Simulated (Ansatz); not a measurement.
**MoO$_{2}$ (charge +1, quartet): density, localisation and related maps**

```xyz
3

Mo   -0.1756   -0.4332    0.0263
O    -1.3386    0.8063    0.1766
O     1.5142   -0.3731   -0.2029
```

Geometry: PBE0-D4/def2-TZVP; core potentials replace the inner electrons of Mo.

These are results of Ansatz, UKS PBE0-D4/def2-TZVP, not measurements.

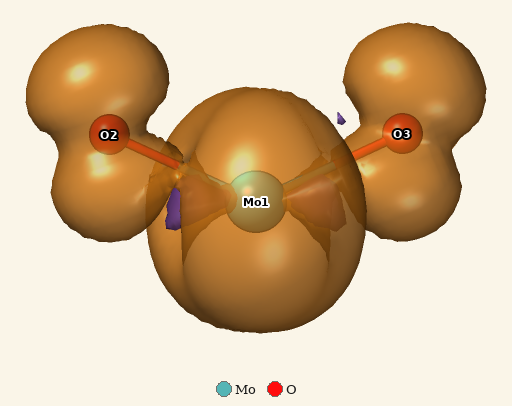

Figure 1. Isosurfaces of the spin density (α minus β) at +0.03 (orange) and −0.03 e/Å³ (purple), seen at a tilt.

> Where is the unpaired spin?

The unpaired spin (3 electrons) lies mostly on Mo1 (about 1.8), O2 (about 0.6) and O3 (about 0.6), in electrons by Hirshfeld's partition.

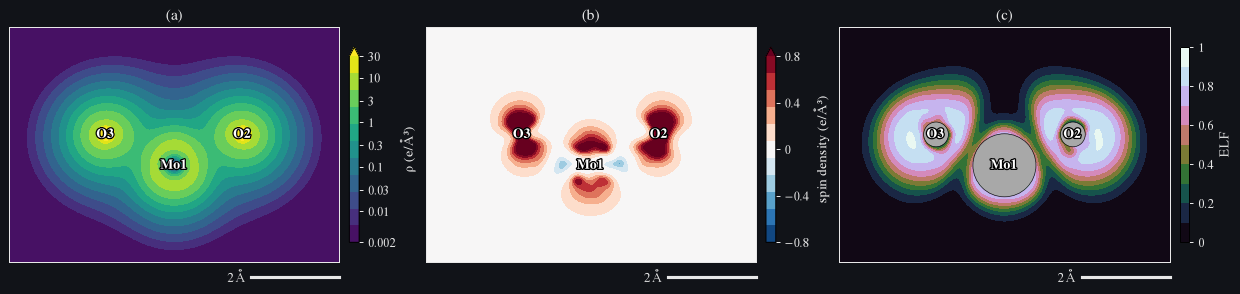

Figure 2. (a) electron density; (b) spin density (α minus β); (c) electron localisation function on the molecular plane. Grey discs cover the atomic cores in the ELF map.

> Interpret the plot.

The plane passes through Mo and O nuclei.
Mo–O (1.71 Å): ρ is about 1.8 e/Å³ halfway; the ELF peaks at about 0.75 in the valence shell of O, 0.5 Å from its nucleus, and drops to about 0.35 between the two atoms.

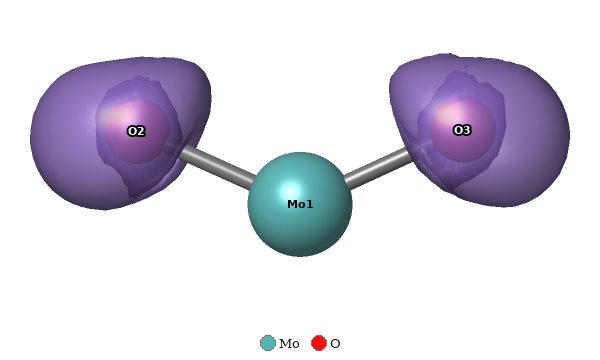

Figure 3. Isosurface of the ELF at 0.75 (purple), seen across its widest extent. Only the valence region is drawn (cores and ρ < 0.01 e/Å³ removed).

> Where are the electrons localised?

At this value the surface marks out two regions wrapped around O (the valence shell of each).
